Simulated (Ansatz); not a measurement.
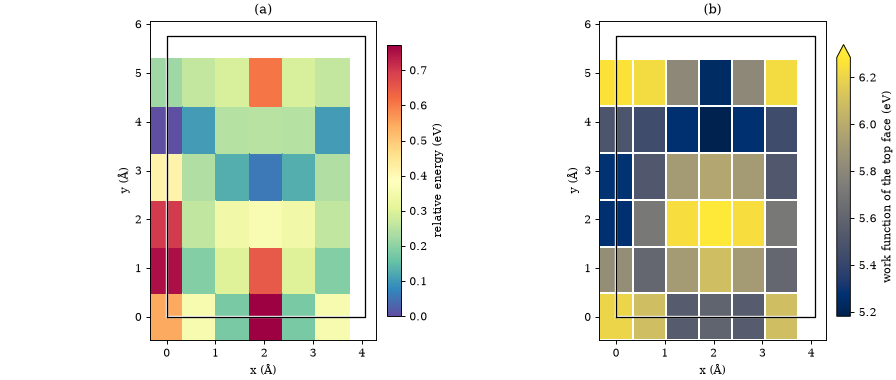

S on a Ge(110) slab cut from the Fd-3m phase, its upper half relaxed before the scan (6 atoms of substrate and one adsorbate in a 1 × 1 cell). S is moved over the surface cell; relaxed at each place: the height of the adsorbate's atoms; substrate rigid; the origin of the map has the adsorbate above Ge5. Places are given modulo a cell vector. The map is drawn in real space over the plane of the surface. The grid has 6 × 6 points; 24 points were computed and 12 follow by symmetry. All energies are given in eV relative to the lowest grid point. The relaxed height changes by up to 0.8 Å between neighbouring points. With one adsorbate in each 1 × 1 cell, its nearest image is 4.1 Å away, so neighbouring adsorbates interact. Computed with DFT PBE, scalar-relativistic, plane waves, PAW in Ansatz 0.2.0. Settings: cutoff 420 eV, k-mesh 7×5×1, gaussian smearing 0.1 eV, no spin polarisation.

Panel (a) is the energy and panel (b) the computed work function of the top face on the same grid.

The picture shows one coloured cell a grid point, the outline of one cell of the plane.

How does the work function of the top face vary over the map, and what is it at the lowest grid point?

Answer. It runs from 5.18 eV at (3/6, 4/6) of the cell vectors [nearest 1 Ge at 2.58 Å] to 6.29 eV at (3/6, 2/6) of the cell vectors [nearest 1 Ge at 2.14 Å]. At the lowest grid point, (0/6, 4/6) of the cell vectors [nearest 1 Ge at 2.20 Å], it is 5.50 eV.

PAW datasets: the set soft_1.
